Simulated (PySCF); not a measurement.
**C₃H₁₁PSi₂: runs on many settings**

Aim: see how C₃H₁₁PSi₂ (`C=CC[SiH2][SiH2]P`) answers to the choice of functional, basis, grid and SCF options.

Computed with PySCF 2.14.0, with density-fitted response routines of our own, on a single molecule, in the gas phase or a continuum. Atoms are numbered from 0 throughout.

## (1) The starting structure

17 atoms, charge 0, multiplicity 1; geometry from: GFN2-xTB.

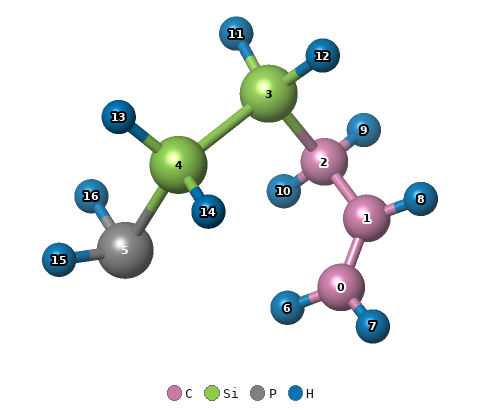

The starting geometry (carbon pink, silicon green, phosphorus grey, hydrogen blue), atoms numbered.

## (2) TDDFT and polarisability: HCTH407/def2-SVPD in water

The job: settings as JSON, then the geometry in Å.

```
{"job": {"kind": "uv", "xc": "HCTH407", "basis": "def2-SVPD", "solvent": "water", "nstates": 12, "ntriplets": 2, "tda": false}, "charge": 0, "multiplicity": 1}
C      1.782718    -1.046555     0.949060
C      2.006149     0.002422     0.176776
C      1.268563     0.286421    -1.082989
Si    -0.177674     1.494639    -0.735018
Si    -1.664119     0.437158     0.703698
P     -1.906615    -1.709045     0.081135
H      1.054375    -1.796528     0.680500
H      2.320093    -1.208883     1.867689
H      2.740527     0.744684     0.464101
H      1.944620     0.705227    -1.828260
H      0.853969    -0.639646    -1.486786
H     -0.757960     1.871458    -2.033968
H      0.370713     2.728217    -0.159090
H     -2.980208     1.096572     0.739537
H     -1.235023     0.351532     2.104761
H     -3.133910    -1.890865     0.686124
H     -2.493216    -1.414778    -1.137179
```

Level: TDDFT HCTH407/def2-SVPD, vertical, IEF-PCM water (non-equilibrium linear response), core orbitals frozen in the response.

The run is started by

```bash
> OMP_NUM_THREADS=1 python probes_run.py task.json out
```

This one command runs all jobs of the session in turn.

The program printed:

```text
coarse grid: 14952 points
cycle   1  E = -1040.7979705165  dE =  1.169e-01  |g| = 4.754e-01  |ddm| = 5.698e+00
cycle   2  E = -1040.7258890922  dE =  7.208e-02  |g| = 6.870e-01  |ddm| = 2.009e+00
cycle   3  E = -1040.8680196234  dE = -1.421e-01  |g| = 5.933e-02  |ddm| = 1.153e+00
cycle   4  E = -1040.8689609841  dE = -9.414e-04  |g| = 3.296e-02  |ddm| = 1.924e-01
cycle   5  E = -1040.8692105582  dE = -2.496e-04  |g| = 1.488e-02  |ddm| = 7.280e-02
cycle   6  E = -1040.8692727937  dE = -6.224e-05  |g| = 2.692e-03  |ddm| = 2.441e-02
cycle   7  E = -1040.8692748880  dE = -2.094e-06  |g| = 8.370e-04  |ddm| = 7.300e-03
final grid: 128496 points
cycle   8  E = -1041.0080423760  dE = -7.904e-05  |g| = 4.271e-03  |ddm| = 2.485e-01
cycle   9  E = -1041.0080351731  dE =  7.203e-06  |g| = 6.633e-03  |ddm| = 1.993e-02
cycle  10  E = -1041.0080479787  dE = -1.281e-05  |g| = 1.040e-03  |ddm| = 1.061e-02
cycle  11  E = -1041.0080482317  dE = -2.530e-07  |g| = 4.104e-04  |ddm| = 1.998e-03
cycle  12  E = -1041.0080482787  dE = -4.696e-08  |g| = 5.702e-05  |ddm| = 6.784e-04
cycle  13  E = -1041.0080482796  dE = -8.768e-10  |g| = 2.637e-05  |ddm| = 1.607e-04
converged SCF energy = -1041.0080482796

Static polarisability (au): isotropic 179.496, principal 161.713 171.859 204.916

Singlet excitations
state   eV       nm        f      main configurations
  1   5.1627    240.2   0.00929   H->L 0.66, H->L+1 0.28
  2   5.3366    232.3   0.00780   H-1->L 0.69, H->L+1 0.23
  3   5.4222    228.7   0.01591   H->L+2 0.51, H->L+1 0.26, H-1->L 0.16
  4   5.6072    221.1   0.02034   H-1->L+1 0.91
  5   5.7326    216.3   0.00246   H->L+3 0.89
  6   5.8534    211.8   0.06039   H-1->L+2 0.74, H-1->L+3 0.10
  7   5.9103    209.8   0.01503   H->L+4 0.67, H->L+2 0.08
  8   6.1089    203.0   0.10948   H->L+4 0.23, H->L+2 0.13, H-2->L 0.13
  9   6.2011    199.9   0.05879   H-1->L+3 0.61, H-1->L+4 0.17, H->L+5 0.08
 10   6.2505    198.4   0.01928   H->L+5 0.68, H-2->L 0.13
 11   6.2775    197.5   0.04133   H-1->L+4 0.57, H-2->L 0.21
 12   6.3942    193.9   0.03423   H-2->L 0.33, H-1->L+4 0.17, H->L+5 0.14

Triplet excitations (Tamm-Dancoff, eV): 4.2864 5.0838
```

Wall time 36 s (1 thread of Arm Neoverse V1, shared host); peak memory 0.87 GiB.

Frontier orbitals and where they lie:

```
orbital     eV                        atoms
 HOMO−3  -7.96  Si4 26 %, H14 21 %, P5 18 %
 HOMO−2  -7.24  Si4 29 %, Si3 27 %, P5 11 %
 HOMO−1  -6.41   P5 59 %, Si4 13 %, H16 6 %
   HOMO  -6.13    C0 32 %, C1 26 %, C2 13 %
   LUMO  -1.12   Si3 16 %, C1 16 %, C0 15 %
 LUMO+1  -0.88  Si3 17 %, P5 13 %, Si4 13 %
 LUMO+2  -0.63  Si4 26 %, Si3 16 %, P5 13 %
```

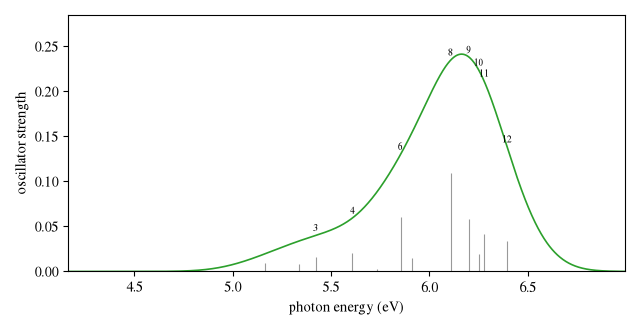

Absorption spectrum from the 12 singlet states computed; above the last one it falls off for lack of states. Lines are broadened to a width of 0.40 eV (Gaussian).

Further results of this job:

```
           property  computed
  dipole moment (D)      1.07
polarisability (Å³)     26.60
 HOMO–LUMO gap (eV)      5.01
      −ε(HOMO) (eV)      6.13
```

## (3) NMR shieldings: CAM-B3LYP/pcSseg-1

Settings changed since step 2:

```diff
@@ -1,4 +1,4 @@
-{"job": {"kind": "uv", "xc": "HCTH407", "basis": "def2-SVPD", "solvent": "water", "nstates": 12, "ntriplets": 2, "tda": false}, "charge": 0, "multiplicity": 1}
+{"job": {"kind": "nmr", "xc": "CAM-B3LYP", "basis": "pcSseg-1", "pop": false, "gauge": [0, 0, 0], "scf": {"max_cycle": 61}}, "charge": 0, "multiplicity": 1}
 C      1.782718    -1.046555     0.949060
-C      2.006149     0.002422     0.176776
+C      1.805061    -0.941657     0.871832
 C      1.268563     0.286421    -1.082989
```

Level: common gauge origin CAM-B3LYP/pcSseg-1 NMR shielding, non-relativistic, gas phase.

The program printed:

```text
final grid: 128496 points
cycle   1  E = -963.9500968077  dE =  2.314e+01  |g| = 1.776e+00  |ddm| = 1.259e+02
cycle   2  E = -963.8928132504  dE =  5.728e-02  |g| = 1.323e+00  |ddm| = 6.430e+01
cycle   3  E = -964.3259631727  dE = -4.331e-01  |g| = 7.710e-01  |ddm| = 9.987e+01
cycle   4  E = -964.5255285645  dE = -1.996e-01  |g| = 1.641e-01  |ddm| = 3.247e+01
cycle   5  E = -964.5354884241  dE = -9.960e-03  |g| = 9.870e-02  |ddm| = 8.815e+00
cycle   6  E = -964.5387321792  dE = -3.244e-03  |g| = 1.434e-02  |ddm| = 1.057e+01
cycle   7  E = -964.5388195216  dE = -8.734e-05  |g| = 2.299e-03  |ddm| = 2.557e+00
cycle   8  E = -964.5388228229  dE = -3.301e-06  |g| = 1.152e-03  |ddm| = 7.720e-01
cycle   9  E = -964.5388233423  dE = -5.194e-07  |g| = 3.092e-04  |ddm| = 1.166e-01
cycle  10  E = -964.5388234203  dE = -7.797e-08  |g| = 1.248e-04  |ddm| = 2.251e-02
cycle  11  E = -964.5388234296  dE = -9.259e-09  |g| = 3.602e-05  |ddm| = 8.667e-03
cycle  12  E = -964.5388234304  dE = -8.047e-10  |g| = 6.347e-06  |ddm| = 5.239e-03
converged SCF energy = -964.5388234304

GIAO shielding tensors (ppm)
atom      isotropic    diamagn.    paramagn.     s11        s22        s33       span
  0 C      -97.768     244.479    -342.247   -674.317   -223.875    604.890   1279.208
  1 C      733.763     836.143    -102.379   -127.008   1031.860   1296.438   1423.446
  2 C      178.210     416.618    -238.408     30.698    247.798    256.135    225.437
  3 Si     456.005    1003.408    -547.403    399.433    445.634    522.949    123.516
  4 Si     505.602    1013.922    -508.319    475.540    513.353    527.914     52.374
  5 P      619.623    1040.856    -421.233    560.865    600.388    697.618    136.753
  6 H       74.430     175.408    -100.978     27.048     83.644    112.599     85.551
  7 H        8.440     -69.814      78.254    -28.913     -6.258     60.492     89.405
  8 H       43.432      64.232     -20.800     23.407     46.023     60.866     37.459
  9 H       36.666      -3.445      40.112     14.438     31.897     63.664     49.226
 10 H       75.228     154.416     -79.188     53.966     66.039    105.681     51.715
 11 H        9.787       3.521       6.266    -26.873    -18.508     74.742    101.615
 12 H       17.102      18.932      -1.830    -15.466     -7.404     74.176     89.642
 13 H      -15.183     -43.106      27.923    -66.794    -48.265     69.510    136.304
 14 H       51.110      85.339     -34.229      2.329     34.869    116.133    113.804
 15 H      -45.529    -109.096      63.567   -115.400    -92.516     71.328    186.728
 16 H       28.328      33.701      -5.373    -44.784      4.713    125.056    169.840
```

It took 30 s on 1 thread of Arm Neoverse V1, shared host; peak memory 0.99 GiB.

The run ended normally, but its values are not to be used for the molecule: one atom of the first bond was moved so that the bond is 0.1 times as long; a common gauge origin replaces GIAOs, so the shieldings depend on where the origin lies.

## (4) Shielding tensors: HSE06/pcSseg-1

Settings changed since step 3:

```diff
@@ -1,4 +1,4 @@
-{"job": {"kind": "nmr", "xc": "CAM-B3LYP", "basis": "pcSseg-1", "pop": false, "gauge": [0, 0, 0], "scf": {"max_cycle": 61}}, "charge": 0, "multiplicity": 1}
+{"job": {"kind": "nmr", "xc": "HSE06", "basis": "pcSseg-1", "pop": false, "scf": {"guess": "vsap"}}, "charge": 0, "multiplicity": 1}
 C      1.782718    -1.046555     0.949060
-C      1.805061    -0.941657     0.871832
+C      2.006149     0.002422     0.176776
 C      1.268563     0.286421    -1.082989
```

With the program's defaults for keys left out, this is: GIAO HSE06/pcSseg-1 NMR shielding, non-relativistic, gas phase.

The program printed:

```text
final grid: 128496 points
cycle   1  E = -1037.4720270445  dE =  1.913e+00  |g| = 3.106e+00  |ddm| = 1.174e+01
cycle   2  E = -1020.2398894540  dE =  1.723e+01  |g| = 8.005e+00  |ddm| = 1.418e+01
cycle   3  E = -1039.9869367226  dE = -1.975e+01  |g| = 1.553e+00  |ddm| = 8.599e+00
cycle   4  E = -1040.5959608390  dE = -6.090e-01  |g| = 6.300e-01  |ddm| = 2.785e+00
cycle   5  E = -1040.7245666961  dE = -1.286e-01  |g| = 1.377e-01  |ddm| = 1.086e+00
cycle   6  E = -1040.7277273937  dE = -3.161e-03  |g| = 1.022e-01  |ddm| = 2.693e-01
cycle   7  E = -1040.7303755986  dE = -2.648e-03  |g| = 2.787e-02  |ddm| = 1.140e-01
cycle   8  E = -1040.7305972512  dE = -2.217e-04  |g| = 4.530e-03  |ddm| = 3.743e-02
cycle   9  E = -1040.7306037440  dE = -6.493e-06  |g| = 7.069e-04  |ddm| = 7.686e-03
cycle  10  E = -1040.7306038806  dE = -1.366e-07  |g| = 3.293e-04  |ddm| = 1.172e-03
cycle  11  E = -1040.7306038980  dE = -1.744e-08  |g| = 6.834e-05  |ddm| = 4.018e-04
cycle  12  E = -1040.7306038994  dE = -1.351e-09  |g| = 1.573e-05  |ddm| = 1.127e-04
cycle  13  E = -1040.7306038995  dE = -7.958e-11  |g| = 5.135e-06  |ddm| = 2.998e-05
converged SCF energy = -1040.7306038995

GIAO shielding tensors (ppm)
atom      isotropic    diamagn.    paramagn.     s11        s22        s33       span
  0 C       63.260     255.848    -192.588    -49.150     80.893    158.037    207.187
  1 C       42.759     258.809    -216.050    -79.127     48.018    159.384    238.511
  2 C      167.578     253.825     -86.247    151.964    157.772    192.999     41.035
  3 Si     418.657     881.094    -462.438    375.373    417.807    462.790     87.418
  4 Si     442.077     881.142    -439.065    416.169    437.419    472.643     56.474
  5 P      623.585     968.081    -344.496    558.714    606.707    705.336    146.622
  6 H       25.707      32.369      -6.662     21.821     26.135     29.165      7.345
  7 H       26.420      29.686      -3.265     23.753     25.825     29.684      5.931
  8 H       25.556      31.321      -5.766     23.127     25.806     27.734      4.607
  9 H       29.826      30.229      -0.403     25.394     27.536     36.550     11.156
 10 H       29.769      32.954      -3.185     26.858     28.907     33.541      6.683
 11 H       27.618      29.876      -2.258     24.006     25.353     33.497      9.491
 12 H       27.767      29.968      -2.201     24.203     25.730     33.368      9.166
 13 H       27.561      29.691      -2.130     23.015     25.642     34.025     11.010
 14 H       27.776      30.341      -2.565     24.783     25.485     33.060      8.277
 15 H       30.332      29.629       0.703     24.686     26.714     39.596     14.910
 16 H       30.777      30.737       0.041     25.204     28.333     38.795     13.590
```

Run time: 51 s. Hardware: 1 thread of Arm Neoverse V1, shared host; peak memory 1 GiB.

Shifts follow as δ = σ(reference) − σ, with reference shieldings (ppm) from runs at the same level and on the same kind of geometry: ¹H TMS 31.72, ¹³C TMS 186.2, ²⁹Si TMS 346.4, ³¹P PH3 608.7. The references are single molecules in the gas phase, so shifts against H2O, NH3, PH3, H3PO4 or CFCl3 are not on the usual liquid scales and can be off by tens of ppm. Atoms listed in one row are averaged.

```
   atoms                                  environment  σ (ppm)  δ (ppm)
      C1                                    alkene CH     42.8    143.5
      C0                         terminal =CH2 carbon     63.3    123.0
      C2                 allylic sp3 CH2 bonded to Si    167.6     18.7
      H8                     hydrogen on an alkene CH    25.56     6.16
      H6           hydrogen on a terminal =CH2 carbon    25.71     6.01
      H7           hydrogen on a terminal =CH2 carbon    26.42     5.30
H13, H14        hydrogen on a silicon bonded to P, Si    27.67     4.05
H11, H12        hydrogen on a silicon bonded to C, Si    27.69     4.03
 H9, H10  hydrogen on an allylic sp3 CH2 bonded to Si    29.80     1.92
H15, H16        hydrogen on a phosphorus bonded to Si    30.55     1.16
     Si3                 silicon bonded to C, Si, 2 H    418.7    -72.3
     Si4                 silicon bonded to P, Si, 2 H    442.1    -95.7
      P5                 phosphorus bonded to Si, 2 H    623.6    -14.9
```

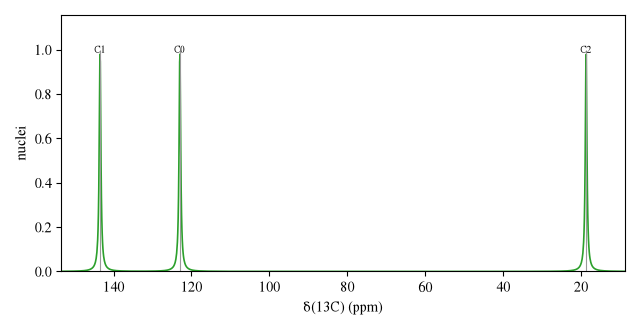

¹³C lines at the computed shifts, without couplings. Lines are broadened to a width of 0.50 ppm (Lorentzian).

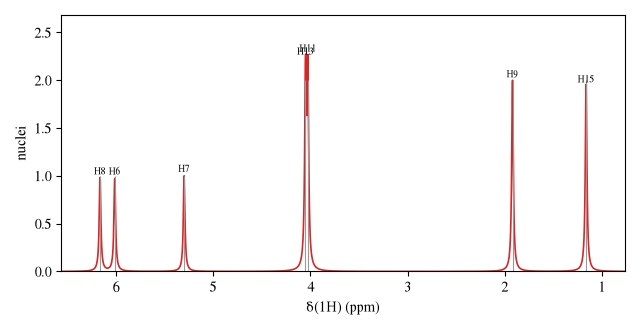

¹H lines at the computed shifts, without couplings. Lines are broadened to a width of 0.02 ppm (Lorentzian).

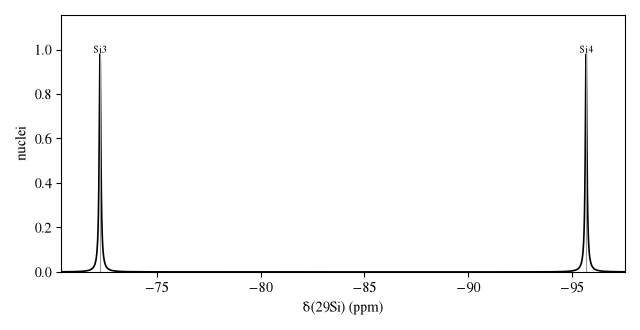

²⁹Si lines at the computed shifts, without couplings. Lines are broadened to a width of 0.09 ppm (Lorentzian).

## (5) Ultraviolet spectrum: BHandHLYP/6-311+G(2d,p)

Settings changed since step 4:

```diff
@@ -1,2 +1,2 @@
-{"job": {"kind": "nmr", "xc": "HSE06", "basis": "pcSseg-1", "pop": false, "scf": {"guess": "vsap"}}, "charge": 0, "multiplicity": 1}
+{"job": {"kind": "uv", "xc": "BHandHLYP", "basis": "6-311+G(2d,p)", "nstates": 12, "ntriplets": 0, "tda": true}, "charge": 0, "multiplicity": 1}
 C      1.782718    -1.046555     0.949060
```

With the program's defaults for keys left out, this is: TDA BHandHLYP/6-311+G(2d,p), vertical, gas phase, core orbitals frozen in the response.

The program printed:

```text
coarse grid: 14952 points
cycle   1  E = -1041.1932726011  dE =  3.251e-01  |g| = 3.378e-01  |ddm| = 3.308e+00
cycle   2  E = -1041.2154566321  dE = -2.218e-02  |g| = 2.182e-01  |ddm| = 5.688e-01
cycle   3  E = -1041.2277193603  dE = -1.226e-02  |g| = 4.587e-02  |ddm| = 2.837e-01
cycle   4  E = -1041.2283585098  dE = -6.391e-04  |g| = 9.873e-03  |ddm| = 5.777e-02
cycle   5  E = -1041.2283792095  dE = -2.070e-05  |g| = 4.025e-03  |ddm| = 1.833e-02
cycle   6  E = -1041.2283835892  dE = -4.380e-06  |g| = 1.055e-03  |ddm| = 4.433e-03
final grid: 128496 points
cycle   7  E = -1041.2282819770  dE = -1.899e-05  |g| = 3.015e-03  |ddm| = 5.082e-02
cycle   8  E = -1041.2282822817  dE = -3.047e-07  |g| = 2.895e-03  |ddm| = 7.399e-03
cycle   9  E = -1041.2282844683  dE = -2.187e-06  |g| = 3.666e-04  |ddm| = 2.945e-03
cycle  10  E = -1041.2282844974  dE = -2.910e-08  |g| = 1.515e-04  |ddm| = 5.113e-04
cycle  11  E = -1041.2282845038  dE = -6.460e-09  |g| = 2.980e-05  |ddm| = 2.501e-04
cycle  12  E = -1041.2282845041  dE = -2.960e-10  |g| = 6.470e-06  |ddm| = 6.684e-05
converged SCF energy = -1041.2282845041

Static polarisability (au): isotropic 114.737, principal 100.810 113.312 130.089

Singlet excitations
state   eV       nm        f      main configurations
  1   6.1876    200.4   0.02929   H->L 0.51, H-1->L 0.29
  2   6.3539    195.1   0.03261   H-1->L 0.44, H->L 0.24, H->L+1 0.14
  3   6.4677    191.7   0.00168   H->L+1 0.25, H-1->L+1 0.25, H-1->L+6 0.13
  4   6.6503    186.4   0.18780   H->L+1 0.35, H-1->L+1 0.20, H-1->L 0.09
  5   6.8757    180.3   0.06632   H->L+2 0.33, H-1->L+2 0.19, H->L+5 0.12
  6   6.9109    179.4   0.04898   H->L+3 0.51, H->L+6 0.22
  7   6.9663    178.0   0.16262   H-1->L+2 0.28, H->L+5 0.27, H->L+2 0.11
  8   7.0421    176.1   0.01930   H-1->L+6 0.22, H-1->L+5 0.11
  9   7.0916    174.8   0.00413   H->L+4 0.35, H->L+6 0.10, H-1->L+6 0.08
 10   7.2158    171.8   0.12441   H-2->L 0.62
 11   7.2796    170.3   0.02067   H->L+2 0.34, H->L+5 0.16, H->L+7 0.11
 12   7.3009    169.8   0.00988   H-1->L+3 0.59, H-1->L+1 0.18
```

It took 41 s on 1 thread of Arm Neoverse V1, shared host; peak memory 1.1 GiB.

Key values: HOMO -8.07 eV, LUMO 0.21 eV; lowest singlet 6.19 eV.

## (6) Nuclear shieldings: WP04/6-31G

Settings changed since step 5:

```diff
@@ -1,2 +1,2 @@
-{"job": {"kind": "uv", "xc": "BHandHLYP", "basis": "6-311+G(2d,p)", "nstates": 12, "ntriplets": 0, "tda": true}, "charge": 0, "multiplicity": 1}
+{"job": {"kind": "nmr", "xc": "WP04", "basis": "6-31G", "pop": false, "scf": {"guess": "atom"}}, "charge": 0, "multiplicity": 1}
 C      1.782718    -1.046555     0.949060
```

Method: GIAO WP04/6-31G NMR shielding, non-relativistic, gas phase.

The program printed:

```text
final grid: 128496 points
cycle   1  E = -1054.0932996694  dE =  1.070e+00  |g| = 1.002e+00  |ddm| = 4.253e+00
cycle   2  E = -1053.9353233646  dE =  1.580e-01  |g| = 1.200e+00  |ddm| = 2.650e+00
cycle   3  E = -1054.3868069693  dE = -4.515e-01  |g| = 1.128e-01  |ddm| = 1.794e+00
cycle   4  E = -1054.3884402173  dE = -1.633e-03  |g| = 9.600e-02  |ddm| = 2.377e-01
cycle   5  E = -1054.3909227922  dE = -2.483e-03  |g| = 1.955e-02  |ddm| = 1.053e-01
cycle   6  E = -1054.3910416882  dE = -1.189e-04  |g| = 5.145e-03  |ddm| = 2.971e-02
cycle   7  E = -1054.3910493105  dE = -7.622e-06  |g| = 6.403e-04  |ddm| = 6.819e-03
cycle   8  E = -1054.3910494554  dE = -1.449e-07  |g| = 1.547e-04  |ddm| = 1.396e-03
cycle   9  E = -1054.3910494655  dE = -1.015e-08  |g| = 3.946e-05  |ddm| = 3.881e-04
cycle  10  E = -1054.3910494662  dE = -6.557e-10  |g| = 4.879e-06  |ddm| = 8.776e-05
converged SCF energy = -1054.3910494662

GIAO shielding tensors (ppm)
atom      isotropic    diamagn.    paramagn.     s11        s22        s33       span
  0 C       81.491     258.684    -177.194    -15.869     93.573    166.768    182.638
  1 C       63.654     253.564    -189.910    -42.693     68.270    165.384    208.077
  2 C      172.115     253.509     -81.394    157.852    166.990    191.503     33.651
  3 Si     472.287     882.485    -410.198    431.128    471.995    513.739     82.612
  4 Si     487.494     882.603    -395.109    461.998    480.177    520.306     58.309
  5 P      627.626     969.698    -342.071    576.516    612.462    693.901    117.385
  6 H       27.392      33.385      -5.993     23.551     27.747     30.877      7.326
  7 H       28.096      30.127      -2.031     25.671     27.705     30.911      5.240
  8 H       27.219      30.345      -3.126     24.959     27.186     29.512      4.553
  9 H       31.631      31.058       0.573     27.047     29.257     38.590     11.543
 10 H       31.290      33.362      -2.072     28.102     30.364     35.404      7.302
 11 H       30.090      31.425      -1.334     26.510     27.595     36.165      9.655
 12 H       30.279      31.434      -1.156     26.711     28.062     36.063      9.352
 13 H       30.255      30.984      -0.730     25.837     28.006     36.920     11.082
 14 H       30.432      31.764      -1.332     27.350     28.102     35.843      8.493
 15 H       32.770      31.963       0.806     27.500     29.182     41.627     14.127
 16 H       32.976      32.891       0.085     27.282     31.075     40.570     13.288
```

Run time: 11 s. Hardware: 1 thread of Arm Neoverse V1, shared host; peak memory 0.6 GiB.

This run: δ C1 127.6, C0 109.8, C2 19.1, Si3 -48.3, H8 6.08, H6 5.90 ppm.

## (7) Comparing the runs: electronic excitations

Excitations and ground-state properties, with basis size and wall time:

```
                       run  lowest singlet (eV)  brightest (eV)      f  gap (eV)  α (Å³)  μ (D)  functions  time
HCTH407/def2-SVPD in water                 5.16            6.11  0.109      5.01   26.60   1.07        220  36 s
   BHandHLYP/6-311+G(2d,p)                 6.19            6.65  0.188      8.28   17.00   0.72        252  41 s
```

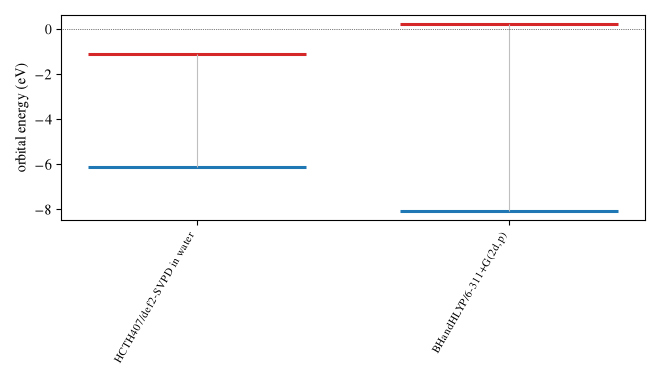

HOMO (blue) and LUMO (red) run by run.

## (8) Side by side: NMR shifts

Shifts (ppm) of some atoms, chosen among heavy atoms and hydrogens apart, means over like atoms, with basis size and wall time:

```
           run     C1     C0   H13   H11    Si3    Si4     P5  functions  time
HSE06/pcSseg-1  143.5  123.0  4.05  4.03  -72.3  -95.7  -14.9        178  51 s
    WP04/6-31G  127.6  109.8  2.95  3.11  -48.3  -63.5  -10.6         88  11 s
```

## (9) Summary of results

| quantity | value |
| --- | --- |
| lowest singlet (HCTH407/def2-SVPD) | 5.16 eV (240 nm), f = 0.009 |
| brightest single state of those computed | state 8, 6.11 eV, f = 0.109 |
| lowest triplet | 4.29 eV |
| ¹³C shifts against TMS (HSE06/pcSseg-1) | 143.5, 123.0, 18.7 ppm |
| ¹H shifts against TMS (HSE06/pcSseg-1, means over atoms taken as alike) | 6.16, 6.01, 5.30, 4.05, 4.03, 1.92, 1.16 ppm |
| ²⁹Si shifts against TMS (HSE06/pcSseg-1) | -72.3, -95.7 ppm |
| ³¹P shifts against PH3 (HSE06/pcSseg-1) | -14.9 ppm |
| range of the lowest singlet | 5.16 to 6.19 eV |
| range of the shift of Si4 | -95.7 to -63.5 ppm |
| property runs in this session | 5, of which 0 failed and 1 gave unsound results |

What this shows: Single values in the summary come from the first sound run of each kind (HCTH407/def2-SVPD; HSE06/pcSseg-1), which need not be the best level. The lowest singlet, at 5.16 eV, is HOMO→LUMO 0.66, HOMO→LUMO+1 0.28 and is weak; of the 12 states computed, the strongest absorption comes from state 8 at 6.11 eV. The lowest triplet lies 0.88 eV below the lowest singlet (triplets in Tamm-Dancoff, singlets in full TDDFT). C1 (alkene CH) lies farthest downfield among carbon, at 143.5 ppm; the olefinic region. H8 (hydrogen on an alkene CH) lies farthest downfield among hydrogen, at 6.16 ppm; a vinylic proton, deshielded by the sp2 carbon and the C=C anisotropy. At HSE06/pcSseg-1: The widest tensor belongs to C1: span 239 ppm, with a paramagnetic part of -216 ppm. The lowest singlet runs from 5.16 eV (HCTH407/def2-SVPD in water) to 6.19 eV (BHandHLYP/6-311+G(2d,p)), while the orbital gap spans 5.01 to 8.28 eV. Some runs use the Tamm-Dancoff approximation and others full TDDFT, which shifts states apart from functional and basis. The lowest state need not be the same one in every run. Across the 2 runs the shift of Si4 moves most, between -95.7 (HSE06/pcSseg-1) and -63.5 ppm (WP04/6-31G).
